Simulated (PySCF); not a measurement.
# MoSF4 (MoSF4): a look at the electrons

Aim: take MoSF4 (MoSF4) and analyse its density (charges, bond critical points, surface potential) and compute its lowest excited states.

The runs use PySCF 2.14.0; levels as typed in each script, gas phase, geometry from GFN2-xTB.

### Step 1. Where the work starts

6 atoms, charge 0, spin multiplicity 1.

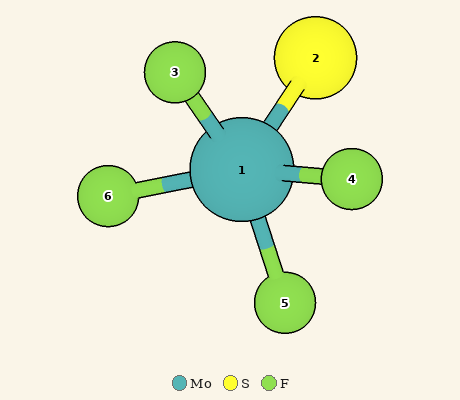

The structure; molybdenum teal, sulfur yellow, fluorine green; atoms are numbered from 1 in the order of the file.

As a file:

```mol
F4MoS
  3D, bonds by distance, orders not assigned

  6  5  0  0  0  0  0  0  0  0999 V2000
    0.2331   -0.0000    0.0004 Mo  0  0
   -1.9158    0.0000   -0.0057 S   0  0
    0.5777    1.6674    0.4363 F   0  0
    0.5865    0.4342   -1.6652 F   0  0
    0.5814   -1.6673   -0.4321 F   0  0
    0.5726   -0.4341    1.6694 F   0  0
  1  2  8  0
  1  3  8  0
  1  4  8  0
  1  5  8  0
  1  6  8  0
M  END
```

### Step 2. Density, bond paths and surface potential (PBE0/def2-tzvp)

Contents of input.py:

```python
import numpy as np
from pyscf import gto, scf, dft
from pyscf.scf import atom_ks, atom_hf
from scipy.linalg import block_diag

def solve(mol, dm0=None, hcore=None):
    mf = (dft.UKS if mol.spin else dft.RKS)(mol, xc='pbe0')
    mf.grids.level = 3
    mf = mf.density_fit(auxbasis='def2-universal-jkfit')
    mf.conv_tol, mf.max_cycle = 1e-8, 80
    if hcore is not None:
        mf.get_hcore = lambda *args: hcore
    mf.kernel(dm0)
    if not mf.converged:
        mf = mf.newton().run(mf.mo_coeff, mf.mo_occ, max_cycle=30)
    assert mf.converged, 'SCF not converged'
    return mf

mol = gto.M(atom='''
Mo     0.23306    -0.00001     0.00040
S     -1.91575     0.00000    -0.00573
F      0.57772     1.66736     0.43625
F      0.58649     0.43418    -1.66525
F      0.58136    -1.66733    -0.43208
F      0.57258    -0.43415     1.66942
''', basis='def2-tzvp', ecp={'Mo': 'def2-tzvp'}, charge=0, spin=0, verbose=4)
mf = solve(mol)
mf.analyze()
# spherically averaged free atoms, for the promolecule
atom_ks.AtomSphAverageRKS.init_guess_by_vsap = lambda self, mol=None: self.init_guess_by_minao(mol)  # core potentials
atm = atom_ks.get_atm_nrks(mol, xc='pbe0')
pro = block_diag(*[(atm[a[0]][2] * atm[a[0]][3]) @ atm[a[0]][2].T for a in mol._atom])
np.savez('result.npz', e=mf.e_tot, c=mf.mo_coeff, occ=mf.mo_occ, eps=mf.mo_energy, pro=pro, dip=mf.dip_moment(verbose=0), s2=mf.spin_square()[0])
```

On the command line:

```
$ OMP_NUM_THREADS=1 python input.py
```

The log of the run:

```text
[ENV] PYSCF_TMPDIR <dir>
[ENV] PYSCF_MAX_MEMORY 1375
[INPUT] verbose = 4
[INPUT] num. atoms = 6
[INPUT] num. electrons = 66
[INPUT] charge = 0
[INPUT] spin (= nelec alpha-beta = 2S) = 0
[INPUT] symmetry False subgroup None
[INPUT] Mole.unit = angstrom
[INPUT] Symbol           X                Y                Z      unit          X                Y                Z       unit  Magmom
[INPUT]  1 Mo     0.233060000000  -0.000010000000   0.000400000000 AA    0.440419570591  -0.000018897261   0.000755890450 Bohr   0.0
[INPUT]  2 S     -1.915750000000   0.000000000000  -0.005730000000 AA   -3.620242823136   0.000000000000  -0.010828130694 Bohr   0.0
[INPUT]  3 F      0.577720000000   1.667360000000   0.436250000000 AA    1.091732576684   3.150853751055   0.824393021842 Bohr   0.0
[INPUT]  4 F      0.586490000000   0.434180000000  -1.665250000000 AA    1.108305474796   0.820481288764  -3.146866428932 Bohr   0.0
[INPUT]  5 F      0.581360000000  -1.667330000000  -0.432080000000 AA    1.098611179777  -3.150797059271  -0.816512863902 Bohr   0.0
[INPUT]  6 F      0.572580000000  -0.434150000000   1.669420000000 AA    1.082019384403  -0.820424596980   3.154746586871 Bohr   0.0

nuclear repulsion = 402.682859743556
number of shells = 71
number of NR pGTOs = 307
number of NR cGTOs = 201
basis = def2-tzvp
ecp = {'Mo': 'def2-tzvp'}

******** <class 'pyscf.df.df_jk.DFRKS'> ********
method = DFRKS
initial guess = minao
damping factor = 0
level_shift factor = 0
DIIS = <class 'pyscf.scf.diis.CDIIS'>
diis_start_cycle = 1
diis_space = 8
diis_damp = 0
SCF conv_tol = 1e-08
SCF conv_tol_grad = None
SCF max_cycles = 80
direct_scf = False
XC library pyscf.dft.libxc version 7.0.0
    S. Lehtola, C. Steigemann, M. J.T. Oliveira, and M. A.L. Marques.,  SoftwareX 7, 1–5 (2018)
XC functionals = pbe0
    C. Adamo and V. Barone.,  J. Chem. Phys. 110, 6158 (1999)
    M. Ernzerhof and G. E. Scuseria.,  J. Chem. Phys. 110, 5029 (1999)
radial grids:
    Treutler-Ahlrichs [JCP 102, 346 (1995); DOI:10.1063/1.469408] (M4) radial grids

becke partition: Becke, JCP 88, 2547 (1988); DOI:10.1063/1.454033
pruning grids: <function nwchem_prune at 0xf9dd37f3b600>
grids dens level: 3
symmetrized grids: False
atomic radii adjust function: <function treutler_atomic_radii_adjust at 0xf9dd37f70540>
small_rho_cutoff = 0
Set gradient conv threshold to 0.0001
Initial guess from minao.
tot grids = 98368
******** <class 'pyscf.df.df.DF'> ********
auxbasis = def2-universal-jkfit
init E= -859.24833937778
  HOMO = -0.518910395802202  LUMO = -0.377888714187569  gap/eV = 3.83740
cycle= 1 E= -865.371925369695  delta_E= -6.12  |g|= 1.24  |ddm|= 4.03
  HOMO = -0.291238050935974  LUMO = -0.164939263474885  gap/eV = 3.43677
cycle= 2 E= -864.235009949468  delta_E= 1.14  |g|=    3  |ddm|= 1.72
  HOMO = -0.29045699983882  LUMO = -0.0940427913730351  gap/eV = 5.34470
cycle= 3 E= -865.576244163235  delta_E= -1.34  |g|= 0.408  |ddm|=  1.3
  HOMO = -0.316533234196946  LUMO = -0.161097924234695  gap/eV = 4.22961
cycle= 4 E= -865.563209505779  delta_E= 0.013  |g|= 0.44  |ddm|= 0.488
  HOMO = -0.335303368444034  LUMO = -0.145335904597431  gap/eV = 5.16928
cycle= 5 E= -865.611498587218  delta_E= -0.0483  |g|= 0.0955  |ddm|= 0.345
  HOMO = -0.327287770991939  LUMO = -0.141080738054522  gap/eV = 5.06695
cycle= 6 E= -865.613571646786  delta_E= -0.00207  |g|= 0.016  |ddm|= 0.0625
  HOMO = -0.326007648519233  LUMO = -0.139909286625371  gap/eV = 5.06399
cycle= 7 E= -865.613648270421  delta_E= -7.66e-05  |g|= 0.00294  |ddm|= 0.0151
  HOMO = -0.326264244358196  LUMO = -0.140072584430549  gap/eV = 5.06653
cycle= 8 E= -865.613650039094  delta_E= -1.77e-06  |g|= 0.000894  |ddm|= 0.00253
  HOMO = -0.326323425489977  LUMO = -0.140093950328159  gap/eV = 5.06756
cycle= 9 E= -865.613650118218  delta_E= -7.91e-08  |g|= 0.000791  |ddm|= 0.000831
  HOMO = -0.326336784508859  LUMO = -0.140099830613588  gap/eV = 5.06777
cycle= 10 E= -865.613650216121  delta_E= -9.79e-08  |g|= 0.000174  |ddm|= 0.000391
  HOMO = -0.326329111265989  LUMO = -0.140100099320357  gap/eV = 5.06755
cycle= 11 E= -865.613650224791  delta_E= -8.67e-09  |g|= 2.52e-05  |ddm|= 0.00017
  HOMO = -0.326330519934373  LUMO = -0.140098906146054  gap/eV = 5.06762
Extra cycle  E= -865.613650224392  delta_E= 3.99e-10  |g|= 5.59e-05  |ddm|= 3.49e-05
converged SCF energy = -865.613650224392
**** SCF Summaries ****
Total Energy =                        -865.613650224391677
Nuclear Repulsion Energy =             402.682859743555525
One-electron Energy =                -2025.575436861314301
Two-electron Energy =                  757.278926893367043
Two-electron Coulomb Energy =          832.204555912790283
DFT Exchange-Correlation Energy =      -74.925629019423184
HOMO-LUMO gap [eV] =                     5.067620331921502
**** MO energy ****
MO #1   energy= -89.0656946808087  occ= 2
MO #2   energy= -24.8076676550046  occ= 2
MO #3   energy= -24.8075900039014  occ= 2
MO #4   energy= -24.8075070672394  occ= 2
MO #5   energy= -24.8074270514972  occ= 2
MO #6   energy= -8.0445844453798   occ= 2
MO #7   energy= -5.97797989464427  occ= 2
MO #8   energy= -5.97670591777726  occ= 2
MO #9   energy= -5.976705886326    occ= 2
MO #10  energy= -2.79232682425538  occ= 2
MO #11  energy= -1.80183985540369  occ= 2
MO #12  energy= -1.80183928276562  occ= 2
MO #13  energy= -1.77031303487674  occ= 2
MO #14  energy= -1.26005548119339  occ= 2
MO #15  energy= -1.25745491515244  occ= 2
MO #16  energy= -1.21225118219007  occ= 2
MO #17  energy= -1.21225004904074  occ= 2
MO #18  energy= -0.733358749943449 occ= 2
MO #19  energy= -0.602503732782868 occ= 2
MO #20  energy= -0.583622292558922 occ= 2
MO #21  energy= -0.563395049186561 occ= 2
MO #22  energy= -0.545797709378797 occ= 2
MO #23  energy= -0.545796827120629 occ= 2
MO #24  energy= -0.505852921837971 occ= 2
MO #25  energy= -0.488289295949638 occ= 2
MO #26  energy= -0.488288931031911 occ= 2
MO #27  energy= -0.476532872847148 occ= 2
MO #28  energy= -0.475411592486209 occ= 2
MO #29  energy= -0.475410815809158 occ= 2
MO #30  energy= -0.446891633192458 occ= 2
MO #31  energy= -0.391636414745802 occ= 2
MO #32  energy= -0.326330737356162 occ= 2
MO #33  energy= -0.326330519934373 occ= 2
MO #34  energy= -0.140098906146054 occ= 0
MO #35  energy= -0.140098165068826 occ= 0
MO #36  energy= -0.138763707690918 occ= 0
MO #37  energy= -0.0880373602258639 occ= 0
MO #38  energy= 0.00770131786639231 occ= 0
MO #39  energy= 0.0433214624313181 occ= 0
MO #40  energy= 0.0519582903159422 occ= 0
MO #41  energy= 0.051958519887354  occ= 0
MO #42  energy= 0.0630737072401215 occ= 0
MO #43  energy= 0.194916501388498  occ= 0
MO #44  energy= 0.208215551695916  occ= 0
MO #45  energy= 0.20821588766374   occ= 0
MO #46  energy= 0.234271666359784  occ= 0
MO #47  energy= 0.245427255691848  occ= 0
MO #48  energy= 0.251862579467917  occ= 0
MO #49  energy= 0.262678847809742  occ= 0
MO #50  energy= 0.313123369484495  occ= 0
MO #51  energy= 0.313123771851673  occ= 0
MO #52  energy= 0.323330084946585  occ= 0
MO #53  energy= 0.323330365654249  occ= 0
MO #54  energy= 0.366030365305499  occ= 0
MO #55  energy= 0.41138145022123   occ= 0
MO #56  energy= 0.423261904788476  occ= 0
MO #57  energy= 0.4626356269423    occ= 0
MO #58  energy= 0.494126567129304  occ= 0
MO #59  energy= 0.494127770513232  occ= 0
...
pop of  4 F 4f-1          0.00023
pop of  4 F 4f+0          0.00013
pop of  4 F 4f+1          0.00002
pop of  4 F 4f+2          0.00022
pop of  4 F 4f+3          0.00031
pop of  5 F 1s            1.99995
pop of  5 F 2s            1.95609
pop of  5 F 3s            0.01960
pop of  5 F 4s            0.00830
pop of  5 F 5s            0.00034
pop of  5 F 2px           1.92031
pop of  5 F 2py           1.91478
pop of  5 F 2pz           1.82047
pop of  5 F 3px           0.00718
pop of  5 F 3py           0.00335
pop of  5 F 3pz           0.00815
pop of  5 F 4px           0.00086
pop of  5 F 4py           0.00150
pop of  5 F 4pz           0.01067
pop of  5 F 3dxy          0.00093
pop of  5 F 3dyz          0.00702
pop of  5 F 3dz^2         0.01123
pop of  5 F 3dxz          0.00837
pop of  5 F 3dx2-y2       0.00100
pop of  5 F 4dxy          0.00036
pop of  5 F 4dyz          0.00221
pop of  5 F 4dz^2         0.00323
pop of  5 F 4dxz          0.00312
pop of  5 F 4dx2-y2       0.00038
pop of  5 F 4f-3          0.00001
pop of  5 F 4f-2          0.00011
pop of  5 F 4f-1          0.00031
pop of  5 F 4f+0          0.00039
pop of  5 F 4f+1          0.00037
pop of  5 F 4f+2          0.00015
pop of  5 F 4f+3          0.00001
 ** Mulliken atomic charges  **
charge of    0Mo =      3.53546
charge of    1S =     -0.71653
charge of    2F =     -0.69885
charge of    3F =     -0.71070
charge of    4F =     -0.69863
charge of    5F =     -0.71076
Dipole moment(X, Y, Z, Debye):  0.16669, -0.00038, -0.00358
Spherically averaged atomic KS for {'Mo', 'F', 'S'}

******** <class 'pyscf.scf.atom_ks.AtomSphAverageRKS'> ********
method = AtomSphAverageRKS
initial guess = vsap
damping factor = 0
level_shift factor = 0
diis_start_cycle = 1
diis_space = 12
SCF conv_tol = 1e-09
SCF conv_tol_grad = None
SCF max_cycles = 50
direct_scf = True
direct_scf_tol = 1e-13
XC library pyscf.dft.libxc version 7.0.0
    S. Lehtola, C. Steigemann, M. J.T. Oliveira, and M. A.L. Marques.,  SoftwareX 7, 1–5 (2018)
XC functionals = pbe0
    C. Adamo and V. Barone.,  J. Chem. Phys. 110, 6158 (1999)
    M. Ernzerhof and G. E. Scuseria.,  J. Chem. Phys. 110, 5029 (1999)
radial grids:
    Treutler-Ahlrichs [JCP 102, 346 (1995); DOI:10.1063/1.469408] (M4) radial grids

becke partition: Becke, JCP 88, 2547 (1988); DOI:10.1063/1.454033
pruning grids: <function nwchem_prune at 0xf9dd37f3b600>
grids dens level: 3
symmetrized grids: False
atomic radii adjust function: <function treutler_atomic_radii_adjust at 0xf9dd37f70540>
User specified grid scheme (100, 434)
small_rho_cutoff = 0
Set gradient conv threshold to 3.16228e-05
tot grids = 23448
init E= 340.980852712066
cycle= 1 E= 334.990501217089  delta_E= -5.99  |g|=    0  |ddm|= 3.29
cycle= 2 E= 335.053859648807  delta_E= 0.0634  |g|=    0  |ddm|= 1.41
cycle= 3 E= 334.9049534383  delta_E= -0.149  |g|=    0  |ddm|= 0.627
cycle= 4 E= 334.905534090964  delta_E= 0.000581  |g|=    0  |ddm|= 0.147
cycle= 5 E= 334.903568349005  delta_E= -0.00197  |g|=    0  |ddm|= 0.08
cycle= 6 E= 334.903574349945  delta_E= 6e-06  |g|=    0  |ddm|= 0.0158
cycle= 7 E= 334.903555477319  delta_E= -1.89e-05  |g|=    0  |ddm|= 0.00765
cycle= 8 E= 334.903555541531  delta_E= 6.42e-08  |g|=    0  |ddm|= 0.00155
cycle= 9 E= 334.903555338817  delta_E= -2.03e-07  |g|=    0  |ddm|= 0.000799
cycle= 10 E= 334.903555339509  delta_E= 6.93e-10  |g|=    0  |ddm|= 0.000168
Extra cycle  E= 334.903555340521  delta_E= 1.01e-09  |g|=    0  |ddm|= 0.0002
Atomic HF for atom  Mo  converged. SCF energy = 334.903555340521

******** <class 'pyscf.scf.atom_ks.AtomSphAverageRKS'> ********
method = AtomSphAverageRKS
initial guess = vsap
damping factor = 0
level_shift factor = 0
diis_start_cycle = 1
diis_space = 12
SCF conv_tol = 1e-09
SCF conv_tol_grad = None
SCF max_cycles = 50
direct_scf = True
direct_scf_tol = 1e-13
XC library pyscf.dft.libxc version 7.0.0
    S. Lehtola, C. Steigemann, M. J.T. Oliveira, and M. A.L. Marques.,  SoftwareX 7, 1–5 (2018)
XC functionals = pbe0
    C. Adamo and V. Barone.,  J. Chem. Phys. 110, 6158 (1999)
    M. Ernzerhof and G. E. Scuseria.,  J. Chem. Phys. 110, 5029 (1999)
radial grids:
    Treutler-Ahlrichs [JCP 102, 346 (1995); DOI:10.1063/1.469408] (M4) radial grids

becke partition: Becke, JCP 88, 2547 (1988); DOI:10.1063/1.454033
pruning grids: <function nwchem_prune at 0xf9dd37f3b600>
grids dens level: 3
symmetrized grids: False
atomic radii adjust function: <function treutler_atomic_radii_adjust at 0xf9dd37f70540>
User specified grid scheme (100, 434)
small_rho_cutoff = 0
Set gradient conv threshold to 3.16228e-05
tot grids = 23744
init E= 4.83044119884903
cycle= 1 E= 4.81381662587211  delta_E= -0.0166  |g|=    0  |ddm|= 0.137
cycle= 2 E= 4.81365145558777  delta_E= -0.000165  |g|=    0  |ddm|= 0.0402
cycle= 3 E= 4.81360991458718  delta_E= -4.15e-05  |g|=    0  |ddm|= 0.0245
cycle= 4 E= 4.81359340812929  delta_E= -1.65e-05  |g|=    0  |ddm|= 0.0138
cycle= 5 E= 4.81359142671005  delta_E= -1.98e-06  |g|=    0  |ddm|= 0.00665
cycle= 6 E= 4.8135903149294  delta_E= -1.11e-06  |g|=    0  |ddm|= 0.00335
cycle= 7 E= 4.81359024280681  delta_E= -7.21e-08  |g|=    0  |ddm|= 0.00128
cycle= 8 E= 4.81359020230536  delta_E= -4.05e-08  |g|=    0  |ddm|= 0.000641
cycle= 9 E= 4.81359019968534  delta_E= -2.62e-09  |g|=    0  |ddm|= 0.000244
cycle= 10 E= 4.81359019821281  delta_E= -1.47e-09  |g|=    0  |ddm|= 0.000122
cycle= 11 E= 4.81359019809798  delta_E= -1.15e-10  |g|=    0  |ddm|= 4.33e-05
Extra cycle  E= 4.81359019807456  delta_E= -2.34e-11  |g|=    0  |ddm|= 2.36e-05
Atomic HF for atom  S  converged. SCF energy = 4.81359019807456

******** <class 'pyscf.scf.atom_ks.AtomSphAverageRKS'> ********
method = AtomSphAverageRKS
initial guess = vsap
damping factor = 0
level_shift factor = 0
diis_start_cycle = 1
diis_space = 12
SCF conv_tol = 1e-09
SCF conv_tol_grad = None
SCF max_cycles = 50
direct_scf = True
direct_scf_tol = 1e-13
XC library pyscf.dft.libxc version 7.0.0
    S. Lehtola, C. Steigemann, M. J.T. Oliveira, and M. A.L. Marques.,  SoftwareX 7, 1–5 (2018)
XC functionals = pbe0
    C. Adamo and V. Barone.,  J. Chem. Phys. 110, 6158 (1999)
    M. Ernzerhof and G. E. Scuseria.,  J. Chem. Phys. 110, 5029 (1999)
radial grids:
    Treutler-Ahlrichs [JCP 102, 346 (1995); DOI:10.1063/1.469408] (M4) radial grids

becke partition: Becke, JCP 88, 2547 (1988); DOI:10.1063/1.454033
pruning grids: <function nwchem_prune at 0xf9dd37f3b600>
grids dens level: 3
symmetrized grids: False
atomic radii adjust function: <function treutler_atomic_radii_adjust at 0xf9dd37f70540>
User specified grid scheme (100, 434)
small_rho_cutoff = 0
Set gradient conv threshold to 3.16228e-05
tot grids = 25232
init E= 303.115362795134
cycle= 1 E= 303.111359910633  delta_E= -0.004  |g|=    0  |ddm|= 0.0531
cycle= 2 E= 303.111356510855  delta_E= -3.4e-06  |g|=    0  |ddm|= 0.00334
cycle= 3 E= 303.111356498439  delta_E= -1.24e-08  |g|=    0  |ddm|= 0.00134
cycle= 4 E= 303.111356059364  delta_E= -4.39e-07  |g|=    0  |ddm|= 0.000689
cycle= 5 E= 303.111356059358  delta_E= -5.63e-12  |g|=    0  |ddm|= 1.7e-05
Extra cycle  E= 303.111356059358  delta_E= -5.68e-13  |g|=    0  |ddm|= 1.53e-05
Atomic HF for atom  F  converged. SCF energy = 303.111356059358
```

Wall time 32 s (1 thread of Arm Neoverse V1, shared host); peak memory 0.76 GiB.

The free atoms at the end serve only for the promolecule density; their printed energies are not used.

### Step 3. Analysis of result.npz

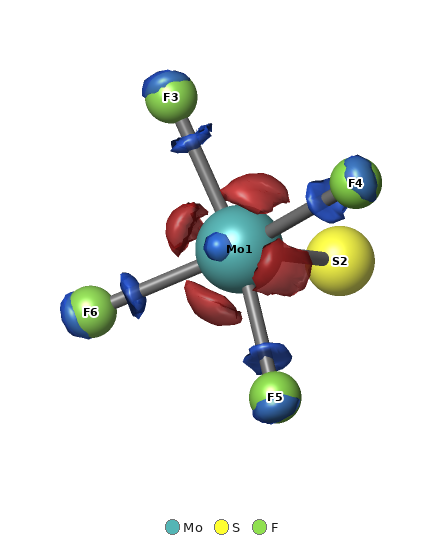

Deformation density (molecule less spherical, spin-averaged free atoms at the same positions), surfaces at ±0.3 e/Å³; blue: gain, red: loss.

> At which bond critical points is the gain of density largest, and at which smallest?

Mo1–S2: +0.25 e/Å³ at the bond critical point (bond length 2.15 Å, Mayer order 2.2). Mo1–F4, Mo1–F5, Mo1–F3 and Mo1–F6: +0.03 e/Å³ at the bond critical point (bond length 1.76 Å, Mayer order 0.9). In all, 1.5 electrons are displaced relative to the promolecule. A small or negative value marks a very polar bond or one between electron-rich atoms, whose free-atom densities already overlap strongly.

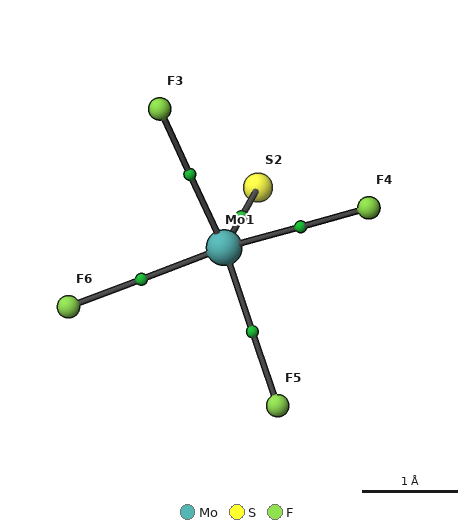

Molecular graph of the electron density (QTAIM): bond paths, bond critical points (green), ring points (magenta, if any); weak paths are dashed.

> How many critical points of each kind are there, and does the count close?

6 nuclei, 5 bond, 0 ring and 0 cage critical points: 6 − 5 + 0 − 0 = 1, as the Poincaré–Hopf relation requires.

> Tabulate density, Laplacian, ellipticity and energy density at the bond critical points (atomic units).

```json
{"bond": "Mo1–F4 (×4)", "length (Å)": "1.757", "ρ (a.u.)": "0.204", "∇²ρ (a.u.)": "+0.98", "ε": "0.03", "H (a.u.)": "−0.097"}
{"bond": "Mo1–S2", "length (Å)": "2.149", "ρ (a.u.)": "0.150", "∇²ρ (a.u.)": "+0.09", "ε": "0.00", "H (a.u.)": "−0.086"}
```

> What kind of interaction is Mo1–F4?

Polar or intermediate (positive Laplacian, negative energy density H): ρ = 0.204, ∇²ρ = +0.98, H = −0.097 a.u.

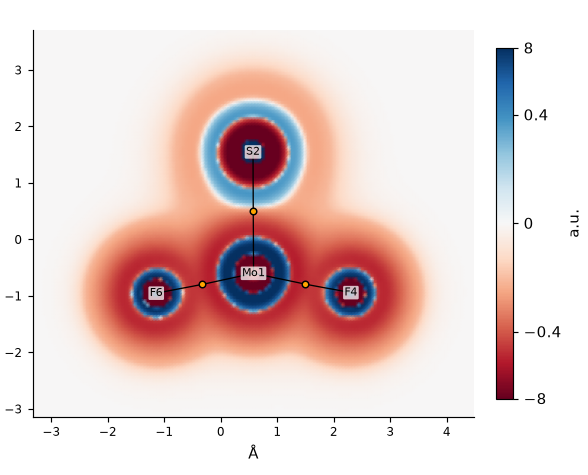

Negative Laplacian of the density (−∇²ρ) in the plane of Mo1, S2, F4 and F6 (blue positive, red negative, colour scale in a.u., logarithmic beyond ±0.04), with bond paths and bond critical points (dots).

> Sort the bonds in the plane by the sign of ∇²ρ at their critical points.

At none is it concentrated. Depleted (∇²ρ > 0): Mo1–F4 and Mo1–F6 (+0.98 a.u., H = −0.097); Mo1–S2 (+0.09 a.u., H = −0.086). A positive Laplacian with clearly negative H marks a bond with a covalent part that is not a plain shared pair: a strongly polar bond, a metal-ligand bond, or a charge-shift bond such as F–F or O–O.

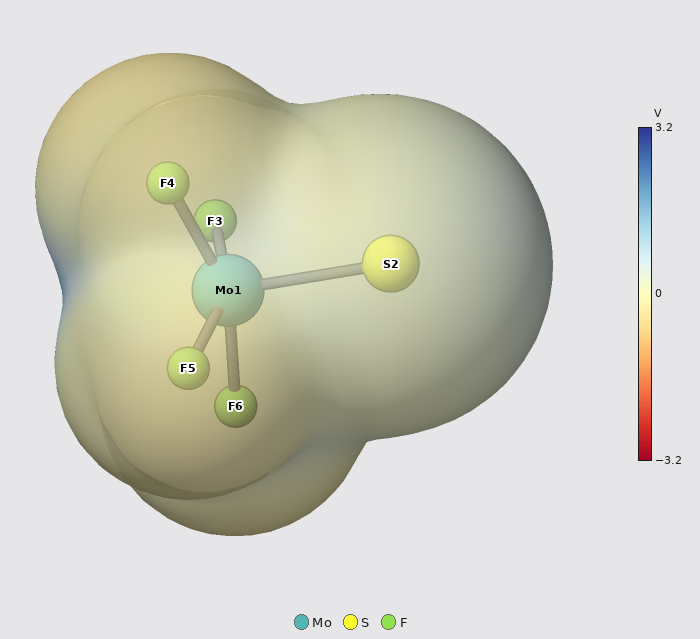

Electrostatic potential on the surface of electron density 0.001 a.u.

> Where are the extremes of the potential on the surface?

Highest: 3.14 V, 2.0 Å from Mo1. Further maxima include 0.51 V, 2.1 Å from S2; 0.46 V, about equally far (2.0 Å) from F5 and F6, over Mo1 (2.4 Å), and at symmetry-equivalent points. Lowest: −0.40 V, 1.6 Å from F4, and at symmetry-equivalent points.

(Part 1 of 2 ends here.)
